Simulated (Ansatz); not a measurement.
# H started at a bond centre in rocksalt KF, 65 atoms, charge 0, part 3 of 3

Ansatz 0.2.0, PAW. The steps go on from the part before.

**4. r²SCAN on the same atoms**

Input file in.yaml:

```yaml
crystal:
  lattice:
    - [10.611928, 0.000000, 0.000000]
    - [0.000000, 10.611928, 0.000000]
    - [0.000000, 0.000000, 10.611928]
  atoms:
    - { symbol: F, position: [0.249410, 0.001981, 0.998426] }
    - { symbol: F, position: [0.248736, 0.000190, 0.497613] }
    - { symbol: F, position: [0.248752, 0.502794, 0.000213] }
    - { symbol: F, position: [0.247709, 0.503806, 0.496592], spin: 0.091 }
    - { symbol: F, position: [0.749385, 0.002140, 0.998283] }
    - { symbol: F, position: [0.749555, 0.001959, 0.498318] }
    - { symbol: F, position: [0.749568, 0.502110, 0.998465] }
    - { symbol: F, position: [0.751311, 0.502773, 0.497653] }
    - { symbol: F, position: [0.999081, 0.252219, 0.998353] }
    - { symbol: F, position: [0.997829, 0.251137, 0.497541] }
    - { symbol: F, position: [0.999387, 0.752147, 0.998601] }
    - { symbol: F, position: [0.999583, 0.751944, 0.498646] }
    - { symbol: F, position: [0.499868, 0.251667, 0.999453] }
    - { symbol: F, position: [0.501406, 0.250104, 0.495863], spin: 0.091 }
    - { symbol: F, position: [0.499308, 0.752442, 0.998382] }
    - { symbol: F, position: [0.500372, 0.753674, 0.497584], spin: 0.091 }
    - { symbol: F, position: [0.999385, 0.001821, 0.248275] }
    - { symbol: F, position: [0.999086, 0.002066, 0.748201] }
    - { symbol: F, position: [0.999590, 0.501772, 0.248468] }
    - { symbol: F, position: [0.997846, 0.502871, 0.749279] }
    - { symbol: F, position: [0.499303, 0.002045, 0.247985] }
    - { symbol: F, position: [0.499868, 0.000973, 0.748762] }
    - { symbol: F, position: [0.500377, 0.502848, 0.246750], spin: 0.091 }
    - { symbol: F, position: [0.501417, 0.504558, 0.750316], spin: 0.091 }
    - { symbol: F, position: [0.248656, 0.251142, 0.246680] }
    - { symbol: F, position: [0.246974, 0.250142, 0.750269] }
    - { symbol: F, position: [0.249740, 0.751923, 0.248480] }
    - { symbol: F, position: [0.248667, 0.753719, 0.749270] }
    - { symbol: F, position: [0.749459, 0.252209, 0.247989] }
    - { symbol: F, position: [0.750579, 0.251665, 0.748764] }
    - { symbol: F, position: [0.749696, 0.752127, 0.248301] }
    - { symbol: F, position: [0.749467, 0.752433, 0.748221] }
    - { symbol: K, position: [0.999426, 0.002229, 0.998192] }
    - { symbol: K, position: [0.998688, 0.001125, 0.498295] }
    - { symbol: K, position: [0.998706, 0.502127, 0.999286] }
    - { symbol: K, position: [0.999862, 0.501806, 0.498609] }
    - { symbol: K, position: [0.499350, 0.001653, 0.998778] }
    - { symbol: K, position: [0.499407, 0.002272, 0.498192] }
    - { symbol: K, position: [0.499420, 0.502237, 0.998162] }
    - { symbol: K, position: [0.505053, 0.507350, 0.493078], spin: 0.091 }
    - { symbol: K, position: [0.249283, 0.252131, 0.998118] }
    - { symbol: K, position: [0.244130, 0.246401, 0.492973], spin: 0.091 }
    - { symbol: K, position: [0.249393, 0.752849, 0.999288] }
    - { symbol: K, position: [0.249714, 0.751661, 0.498620], spin: 0.091 }
    - { symbol: K, position: [0.749883, 0.252165, 0.998772] }
    - { symbol: K, position: [0.749240, 0.252116, 0.498208] }
    - { symbol: K, position: [0.749307, 0.752102, 0.998232] }
    - { symbol: K, position: [0.750393, 0.752819, 0.498295] }
    - { symbol: K, position: [0.249394, 0.001118, 0.247553] }
    - { symbol: K, position: [0.249290, 0.002305, 0.748280] }
    - { symbol: K, position: [0.249725, 0.501786, 0.248748], spin: 0.091 }
    - { symbol: K, position: [0.244168, 0.507410, 0.753981], spin: 0.091 }
    - { symbol: K, position: [0.749298, 0.002203, 0.248319] }
    - { symbol: K, position: [0.749881, 0.001661, 0.748257] }
    - { symbol: K, position: [0.750392, 0.502134, 0.247606] }
    - { symbol: K, position: [0.749248, 0.502216, 0.748308] }
    - { symbol: K, position: [0.998630, 0.251851, 0.247502] }
    - { symbol: K, position: [0.999268, 0.252214, 0.748208] }
    - { symbol: K, position: [0.999743, 0.751758, 0.248651] }
    - { symbol: K, position: [0.998646, 0.752905, 0.748571] }
    - { symbol: K, position: [0.499308, 0.252202, 0.248157] }
    - { symbol: K, position: [0.503937, 0.247620, 0.752800] }
    - { symbol: K, position: [0.499677, 0.752876, 0.247547] }
    - { symbol: K, position: [0.499319, 0.752267, 0.748232] }
    - { symbol: H, position: [0.373314, 0.378127, 0.622194], spin: 0.091 }
  symmetry: { detect: false }
kpoints:
  mp_grid: { grid: [1, 1, 1], shift: [0.25, 0.25, 0.25] }
hamiltonian:
  xc: r2scan
magnetization:
  spin_polarized: true
scf:
  occupations: { method: fermi_dirac, width: 0.01 }
output:
  forces: true
  eigenvalues: true
  populations: true
  eigenstates: { kpoints: [[0.25, 0.25, 0.25]], e_range: [-6.0, 6.0], localisation: true }
  write_density: true
  write_potential: true
  elf: true
  volumetric_format: npy
```

The run is started by

```
$ ansatz run in.yaml --threads 4 --pin off --max-ram 42750MiB --runs-dir r --events-out ev --progress --plain --backend cuda --devices 0, --max-vram 37GiB
```

The program printed:

```text
Pseudopotentials: kind: paw
Functional definition: r2SCAN
  parameter k0 = 0.174
  parameter k1 = 0.065
  parameter a1 = 4.9479
  exchange = r2scan_x(k0 = k0, k1 = k1, a1 = a1)
  correlation = r2scan_c
Crystal: 65 atoms, lattice volume = 1195.041 Å³
Basis set: ecut = 500 eV, 30551 PW (Γ), exchange–correlation on 320×320×320 points (64 copies of the dense FFT grid, shifted against one another)
Bands: 323, of which v1, the nominal top of the filled ones, is band 257 counted from 1 (256 counted from 0)
Symmetry: 1 space group operations
k-points: 1
Non-local potential: F, projectors of the file, l = 0: 2, l = 1: 2, l = 2: 1
Non-local potential: K, projectors of the file, l = 0: 3, l = 1: 2, l = 2: 2
Non-local potential: H, projectors of the file, l = 0: 2, l = 1: 1
PAW form: soft (Blöchl's): semilocal exchange-correlation on the pseudo side does not see the compensation charge
PAW frozen core: F, regenerated for the run's functional (the file was generated under x = pbe(κ = 0.804, μ = 0.2195149727645171), c = pbe(β = 0.06672455060314922))
PAW frozen core: K, regenerated for the run's functional (the file was generated under x = pbe(κ = 0.804, μ = 0.2195149727645171), c = pbe(β = 0.06672455060314922))
PAW one-centre angular grid: F, 302 points (default); XC on 160 Gauss nodes
PAW one-centre angular grid: K, 302 points (default); XC on 160 Gauss nodes
PAW one-centre angular grid: H, 302 points (default); XC on 160 Gauss nodes
Initial density: superposition of atomic densities (chi_scale 0.1, normalization cell, long waves kept (reshape's long-wave potential 0.01 eV rms))
Starting moments: Σ|m| = 1.001 μB on 11 of 65 sites
Initial wavefunctions: pseudopotential atomic-orbital guess
Functional: x = r2scan, c = r2scan; τ floored in thin density (d = 2e-4 eV/Å³)
SCF iter   1: F=—  HF=-75459.332031 eV  |F-HF|=—  |Δ(HF+E_count)|=         —  Δρ=8.67e-2 (↑8.53e-2 ↓8.67e-2)  dr2=3.03e2  dr2_τ=1.89e0  dr2_m=2.08e-1  M=1.000 μB ∫|m|=1.102 μB  β_m=0.30  ethr=3.10e-3  ⟨swp⟩=7.0  Hψ=2926  notcnv=0  defer=29
preconditioner: auto → Resta (q_TF=auto, 2.370 Å⁻¹)  ε∞=3.0  [insulator: Δε(μ)=0.201 eV  Ē_g=16.092 eV  σ=0.010 eV  W_gap=1.00  n_scr=256 (ndim 8)  ℏωp=22.8 eV  f_vac=0.000  D(μ)=0.01/eV (n_scr^D=0)  ε∞_Penn≈3.0]
spin=Collinear: Resta preconditioning applied to the charge; magnetization (m = ρ↑ − ρ↓) channel mixes plain (no charge-response kernel on spin).
SCF iter   2: F=—  HF=-75387.835536 eV  |F-HF|=—  |Δ(HF+E_count)|=    7.15e1  Δρ=2.24e-2 (↑2.23e-2 ↓2.24e-2)  dr2=3.14e1  dr2_τ=1.05e0  dr2_m=2.33e-1  M=1.000 μB ∫|m|=1.097 μB  β_m=0.30  ethr=3.10e-3  ⟨swp⟩=4.0  Hψ=1391  notcnv=0  defer=124  κ⁻¹=1.0e0(r=1)
SCF iter   3: F=—  HF=-75380.733538 eV  |F-HF|=—  |Δ(HF+E_count)|=    7.10e0  Δρ=1.24e-2 (↑1.19e-2 ↓1.24e-2)  dr2=8.74e0  dr2_τ=9.85e-2  dr2_m=1.68e-1  M=1.000 μB ∫|m|=1.087 μB  β_m=0.30  ethr=3.10e-3  ⟨swp⟩=3.0  Hψ=1266  notcnv=0  defer=124  κ⁻¹=1.1e-2(r=2)
SCF iter   4: F=—  HF=-75378.828924 eV  |F-HF|=—  |Δ(HF+E_count)|=    1.90e0  Δρ=6.42e-3 (↑6.19e-3 ↓6.42e-3)  dr2=8.59e-1  dr2_τ=7.26e-2  dr2_m=1.10e-1  M=1.000 μB ∫|m|=1.081 μB  β_m=0.30  ethr=1.70e-3  ⟨swp⟩=3.0  Hψ=1046  notcnv=0  defer=124  κ⁻¹=3.3e-4(r=3)
SCF iter   5: F=—  HF=-75379.092793 eV  |F-HF|=—  |Δ(HF+E_count)|=   2.64e-1  Δρ=3.68e-3 (↑3.68e-3 ↓3.49e-3)  dr2=1.78e-1  dr2_τ=7.27e-3  dr2_m=6.51e-2  M=1.000 μB ∫|m|=1.078 μB  β_m=0.30  ethr=1.67e-4  ⟨swp⟩=2.5  Hψ=980  notcnv=0  defer=124  κ⁻¹=5.8e-5(r=4)
SCF iter   6: F=—  HF=-75379.223453 eV  |F-HF|=—  |Δ(HF+E_count)|=   1.31e-1  Δρ=2.03e-3 (↑1.91e-3 ↓2.03e-3)  dr2=9.73e-3  dr2_τ=1.16e-3  dr2_m=4.03e-2  M=1.000 μB ∫|m|=1.074 μB  β_m=0.30  ethr=3.48e-5  ⟨swp⟩=2.5  Hψ=947  notcnv=0  defer=124  κ⁻¹=1.1e-5(r=5)
SCF iter   7: F=—  HF=-75379.281153 eV  |F-HF|=—  |Δ(HF+E_count)|=   5.77e-2  Δρ=1.59e-3 (↑1.46e-3 ↓1.59e-3)  dr2=6.45e-3  dr2_τ=4.22e-4  dr2_m=2.39e-2  M=1.000 μB ∫|m|=1.070 μB  β_m=1.20  ethr=1.90e-6  ⟨swp⟩=3.0  Hψ=958  notcnv=0  defer=124
Mixer restart at iter 7: flushing history
spin-set hold released at iteration 7 (site moments contracting): the magnetisation degrees of freedom join the quasi-Newton model from the next iteration; the mixer history was flushed
SCF iter   8: F=—  HF=-75379.355229 eV  |F-HF|=—  |Δ(HF+E_count)|=   7.41e-2  Δρ=5.38e-4 (↑3.12e-4 ↓5.38e-4)  dr2=1.03e-2  dr2_τ=9.42e-5  dr2_m=4.00e-4  M=1.000 μB ∫|m|=1.065 μB  β_m=1.20  ethr=1.26e-6  ⟨swp⟩=4.0  Hψ=1286  notcnv=0  defer=124  κ⁻¹=1.0e0(r=1)
SCF iter   9: F=—  HF=-75379.353793 eV  |F-HF|=—  |Δ(HF+E_count)|=   1.44e-3  Δρ=2.92e-4 (↑2.84e-4 ↓2.92e-4)  dr2=5.42e-3  dr2_τ=4.45e-5  dr2_m=1.14e-5  M=1.000 μB ∫|m|=1.059 μB  β_m=1.20  ethr=1.26e-6  ⟨swp⟩=2.5  Hψ=932  notcnv=0  defer=124  κ⁻¹=5.7e-2(r=2)
SCF iter  10: F=—  HF=-75379.358076 eV  |F-HF|=—  |Δ(HF+E_count)|=   4.28e-3  Δρ=1.64e-4 (↑1.63e-4 ↓1.64e-4)  dr2=1.36e-3  dr2_τ=1.80e-5  dr2_m=1.07e-5  M=1.000 μB ∫|m|=1.054 μB  β_m=1.20  ethr=1.06e-6  ⟨swp⟩=2.5  Hψ=825  notcnv=0  defer=124  κ⁻¹=1.3e-2(r=3)
SCF iter  11: F=—  HF=-75379.362048 eV  |F-HF|=—  |Δ(HF+E_count)|=   3.97e-3  Δρ=8.22e-5 (↑6.66e-5 ↓8.22e-5)  dr2=1.63e-4  dr2_τ=4.04e-6  dr2_m=4.12e-6  M=1.000 μB ∫|m|=1.051 μB  β_m=1.20  ethr=2.66e-7  ⟨swp⟩=3.0  Hψ=922  notcnv=0  defer=124  κ⁻¹=5.7e-3(r=4)
SCF iter  12: F=—  HF=-75379.360424 eV  |F-HF|=—  |Δ(HF+E_count)|=   1.62e-3  Δρ=4.16e-5 (↑4.16e-5 ↓3.79e-5)  dr2=3.47e-5  dr2_τ=9.62e-7  dr2_m=5.47e-7  M=1.000 μB ∫|m|=1.050 μB  β_m=1.20  ethr=3.18e-8  ⟨swp⟩=2.0  Hψ=921  notcnv=0  defer=124  κ⁻¹=4.5e-4(r=5)
SCF iter  13: F=—  HF=-75379.361610 eV  |F-HF|=—  |Δ(HF+E_count)|=   1.19e-3  Δρ=2.24e-5 (↑1.75e-5 ↓2.24e-5)  dr2=8.33e-6  dr2_τ=2.21e-7  dr2_m=4.65e-7  M=1.000 μB ∫|m|=1.050 μB  β_m=1.20  ethr=6.76e-9  ⟨swp⟩=2.0  Hψ=978  notcnv=0  defer=124  κ⁻¹=1.8e-4(r=6)
SCF iter  14: F=—  HF=-75379.361626 eV  |F-HF|=—  |Δ(HF+E_count)|=   1.59e-5  Δρ=4.10e-6 (↑4.10e-6 ↓3.95e-6)  dr2=4.96e-7  dr2_τ=1.36e-8  dr2_m=1.84e-8  M=1.000 μB ∫|m|=1.050 μB  β_m=1.20  ethr=1.62e-9  ⟨swp⟩=2.0  Hψ=959  notcnv=0  defer=124  κ⁻¹=1.3e-5(r=7)
SCF iter  15: F=—  HF=-75379.361626 eV  |F-HF|=—  |Δ(HF+E_count)|=   7.80e-7  Δρ=2.82e-6 (↑2.55e-6 ↓2.82e-6)  dr2=1.73e-7  dr2_τ=5.51e-9  dr2_m=9.47e-10  M=1.000 μB ∫|m|=1.050 μB  β_m=1.20  ethr=9.66e-11  ⟨swp⟩=2.0  Hψ=954  notcnv=0  defer=124  κ⁻¹=2.2e-6(r=8)
SCF iter  16: F=-75379.361627 eV  HF=-75379.361627 eV  |F-HF|=5.16e-8  |Δ(HF+E_count)|=   4.75e-7  Δρ=9.22e-7 (↑9.22e-7 ↓8.61e-7)  dr2=2.11e-8  dr2_τ=6.20e-10  dr2_m=4.95e-10  M=1.000 μB ∫|m|=1.050 μB  ethr=1.95e-11  ⟨swp⟩=21.5  Hψ=5931  notcnv=0
SCF 1 converged in 16 iterations: F = -75379.361627 eV  dr2 = 2.11e-8
this state was not tested for a lower state beside it, because the mixer in use, unlike msr1, does not test its closes by its own steps (another_mixer; see scf.mixing.algorithm and scf.lower_state_search)
NSCF: frozen V_eff on 1 k-points
SCF converged after 16 iterations
Magnetization: 1.0000 μB (257.0000 up, 256.0000 down)
Absolute magnetization: 1.0513 μB (∫|ρ↑−ρ↓|, with the PAW one-centre terms)
Spin contamination: 0.0021 ħ² per cell (⟨S²⟩ above its minimum at these occupations)
Per-site moments (μB) at R_I (Å): [(1.7225044936247284e-5, 1.0905401324902229), (0.00013021827384983997, 1.078148945774394), (0.00013276157753708279, 1.0782370687964518), (0.034790983314826864, 0.9525058308113881), (2.400375510454972e-6, 1.0944687747744926), (1.7222164622454224e-5, 1.0905659669039074), (2.2432564379570013e-5, 1.0905876627631923), (0.0001331185290136194, 1.0783469242083328), (1.734 [...]
Free energy (F): -75379.361627 eV
Harris-Foulkes:  -75379.361627 eV  (|F-HF|=5.16e-8)
Internal energy: -75379.361627 eV  (E = F + TS)
E sigma→0 (E₀):  -75379.361627 eV
Fermi energy:    4.460822 eV
--- Per-component energies (eV) ---
  E_band       = -4345.558938
  E_kinetic    = 14859.826847
  E_local      = -35207.683715  (includes V_loc(G=0)·N_el)
  E_nonlocal   = 2729.867905
  E_hartree    = 12708.135190
  E_xc         = -6877.686958
  E_vxc        = -9765.599406  (∫ρ·V_xc dr)
  E_paw        = -31703.011652  (= ΣΔE_a)
  E_vpaw       = -3017.252507  (= ΣTr[D̂ρ^β])
  E_aug_tail   = 0.031279  (compensation charges beyond the density's cutoff)
  E_vtau       = 638.982308  (kinetic-family band-sum trace: ∫τ·v_τ [+ j·A + Jᵃ·Aᵃ] dr)
  E_ewald      = -31881.558070
  E_core_change = -7.282452  (= ΣΔE_core)
  E_smearing   = -0.000000  (= −TS)
  E_closure    = -0.000000  (closes the sum)
  Σ components = -75379.361627   (vs F -75379.361627, Δ=0.00e0)
--- Forces (eV/Å), atoms counted from 1 ---
  atom   1  F      0.00067355     0.00194583    -0.00169631
  atom   2  F      0.00036683    -0.00316457     0.00027246
[... 1 atom left out ...]
  atom   4  F     -0.00855785     0.00847473    -0.00854049
[... 9 atoms left out ...]
  atom  14  F      0.00415923    -0.00487405    -0.00333600
[... 1 atom left out ...]
  atom  16  F     -0.00095770     0.00441649     0.00007433
[... 5 atoms left out ...]
  atom  22  F      0.00046577    -0.00464284     0.00055736
  atom  23  F     -0.00094046    -0.00027029    -0.00428820
  atom  24  F      0.00411556     0.00296885     0.00487435
[... 1 atom left out ...]
  atom  26  F     -0.00371387    -0.00499905     0.00492243
[... 13 atoms left out ...]
  atom  40  K     -0.00156536    -0.00111120     0.00158136
[... 1 atom left out ...]
  atom  42  K      0.00231012     0.00416689     0.00334766
[... 1 atom left out ...]
  atom  44  K      0.00043875     0.00221637    -0.00001291
[... 6 atoms left out ...]
  atom  51  K      0.00019810     0.00044858    -0.00268380
  atom  52  K      0.00229159    -0.00283301    -0.00370570
[... 12 atoms left out ...]
  atom  65  H      0.00393285    -0.00475055     0.00537811
  max |Σ_I F_I| component: 2.94e-3 eV/Å
--- Band table (eV) ---
  k-point 0 ↑: bands = [... 244 lower levels ..., "0.9699", "0.9733", "0.9752", "0.9755", "0.9791", "0.9799", "0.9804", "0.9928", "0.9933", "0.9946", "1.0179", "1.0187", "2.4838", "8.5172", "9.4214", "9.4216", "9.5155", "10.1584", "10.1585", "10.1615", "10.1912", "10.1913", "10.2749", "10.5891", ... 55 higher levels ...]
[... 1 line left out ...]
--- Löwdin populations: 65 sites ---
  site symbol       q [e]    m [muB]
     0      F      7.7944     0.0000
     1      F      7.7945     0.0002
[... 1 atom left out ...]
     3      F      7.7799     0.0296
[... 11 atoms left out ...]
    15      F      7.7944     0.0002
[... 6 atoms left out ...]
    22      F      7.7944     0.0002
    23      F      7.7815     0.0268
[... 15 atoms left out ...]
    39      K      8.1345     0.0081
[... 1 atom left out ...]
    41      K      8.1345     0.0081
[... 1 atom left out ...]
    43      K      8.1332     0.0005
[... 6 atoms left out ...]
    50      K      8.1333     0.0005
[... 13 atoms left out ...]
    64      H      1.0446     0.8442
  spilling = 0.004514 (of n_electrons = 513.000000)
```

Wall time 13 s (1 × NVIDIA H100 80GB HBM3 with 4 threads of AMD EPYC 7R13, shared host); peak host memory 2.9 GiB.

Top filled level 2.484 eV, lowest empty level 6.438 eV: 3.95 eV apart at the single k point (¼, ¼, ¼).

The states next to the gap (eigenstates.tsv), from the top filled level:

```
level (eV)  spin  filling  atoms sharing it  main element  its share  largest atom
      0.00    up     1.00               3.7             F       0.50    H65 (0.46)
      3.95  down     0.00               2.1             H       0.69    H65 (0.69)
```

Forces by r²SCAN reach 0.01 eV/Å at most on these atoms (on F4).

Where the spin sits (Löwdin, μB): H65 +0.84, F4 +0.03, F26 +0.03, F14 +0.03, F24 +0.03.

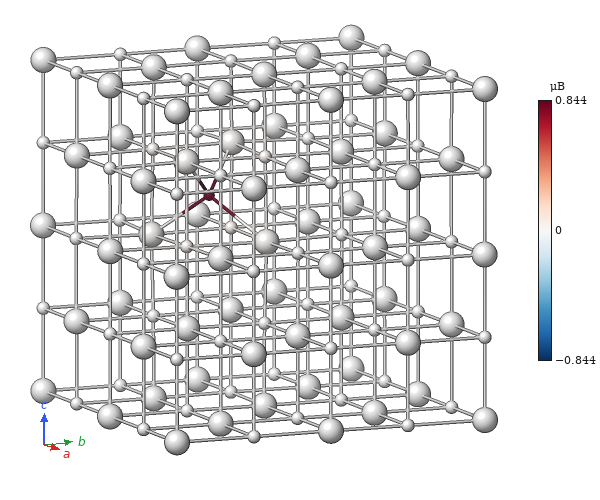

The cell with each atom coloured by its Löwdin moment.

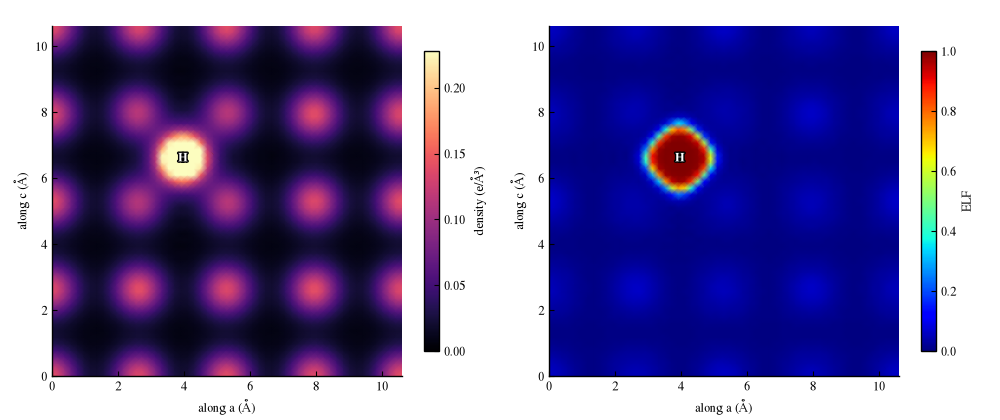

Density (left) and ELF (right) in a lattice plane of the grid's cell (edges 10.61 and 10.61 Å, at 0.378 of the third edge), which holds H. Only atoms in the plane are labelled; the density scale stops at 0.23 e/Å³. Both are smooth fields of the valence electrons: close to the nuclei they are not physical.

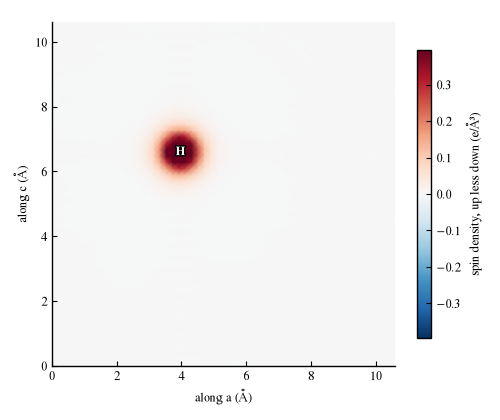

Spin density in a lattice plane of the grid's cell (edges 10.61 and 10.61 Å, at 0.378 of the third edge), which holds H.

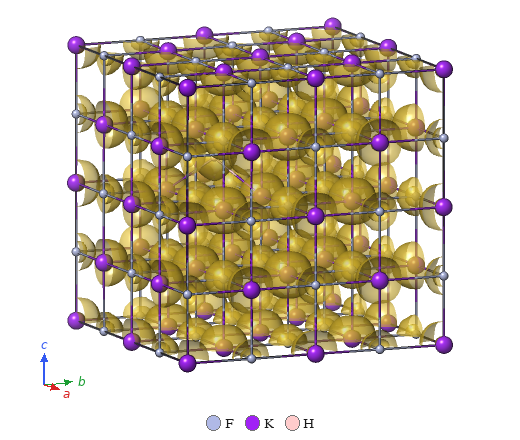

Surface of ELF = 0.78, drawn in one cell.

The highest ELF values outside the cores: 1.00 at H; 0.84 in the shell around F, 0.6 Å from F.

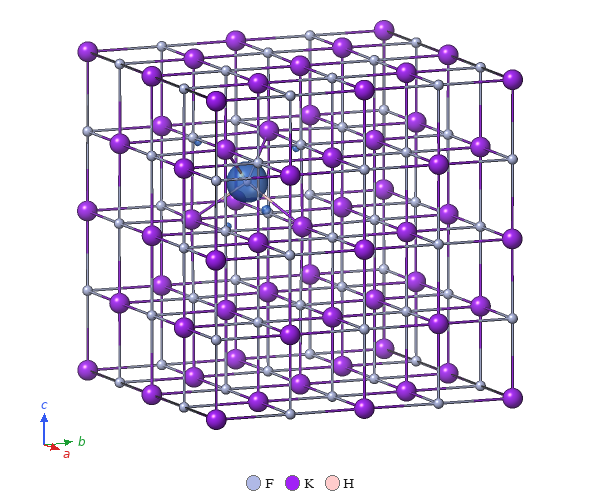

Spin density, surfaces at ±0.157 e/Å³ (up blue, down orange).

**5. What came out**

What follows sums up all 3 parts.

| level | time | top filled to lowest empty (eV) | moment (μB) |
| --- | --- | --- | --- |
| PBEsol, relaxation | 32 s (GPU) | 2.81 | 1.00 |
| HSE06 | 58 s (GPU) | 5.28 | 1.00 |
| r²SCAN | 13 s (GPU) | 3.95 | 1.00 |

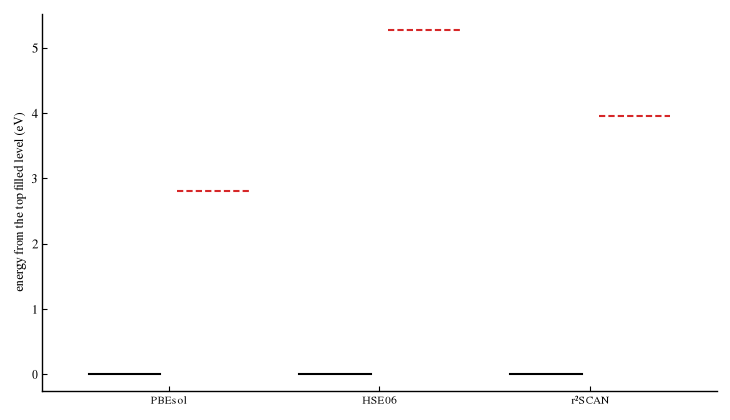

Levels near the gap by PBEsol, HSE06, r²SCAN: filled black, empty red and dashed, spin up left and down right.

| quantity | value |
| --- | --- |
| relaxation | 15 recorded steps, 1.91 eV gained |
| largest shift | 1.85 Å (H65) |
| largest local moment | +0.84 μB on H |

Relaxation gains 1.91 eV, with shifts up to 1.85 Å (H65). At the same k points, PBEsol gives a spacing 2.47 eV smaller and r²SCAN gives a spacing 1.32 eV smaller than the 5.28 eV of HSE06. In a defect cell this spacing can involve defect levels, so it need not be the gap. The price of HSE06 is about 4.3 times the time of r²SCAN here.
